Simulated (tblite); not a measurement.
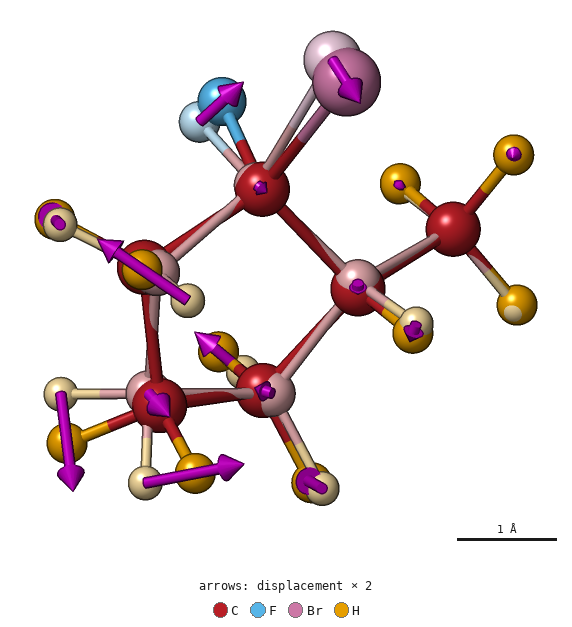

A relaxation of C6H10BrF. The starting structure is drawn faded, the final one solid; purple arrows show the displacements, 2 times their true length. The two geometries are superimposed by the best rigid fit.

Style: ball-and-stick. Shown at a tilt.

The calculation used tblite, GFN2-xTB geometry optimisation, gas phase. 

Q: Atoms of which element are displaced furthest, and by how much?

A: Hydrogen: up to 0.63 Å, against 0.33 Å for fluorine.

Q: Describe the change and its energy.

A: The energy falls by 0.112 eV in 86 geometry steps. The largest move after the best rigid fit is that of an H atom, 0.63 Å. Largest moves by element: H 0.63 Å, F 0.33 Å, Br 0.33 Å, C 0.22 Å. Some distances before and after: Br–C 1.936 → 1.973 Å, C–C 1.518 → 1.538 Å, C–C 1.531 → 1.520 Å, C–H 1.106 → 1.095 Å. Bond angles that change, for instance: F–C–Br 110.4° → 105.2°, C–C–C 111.3° → 115.2°, C–C–C 103.1° → 106.8°. Groups turn about C–C by about 35°, C–C by about 30°, C–C by about 25°. Cost: 0.62 s on 1 thread of Arm Neoverse V1, on a shared host.
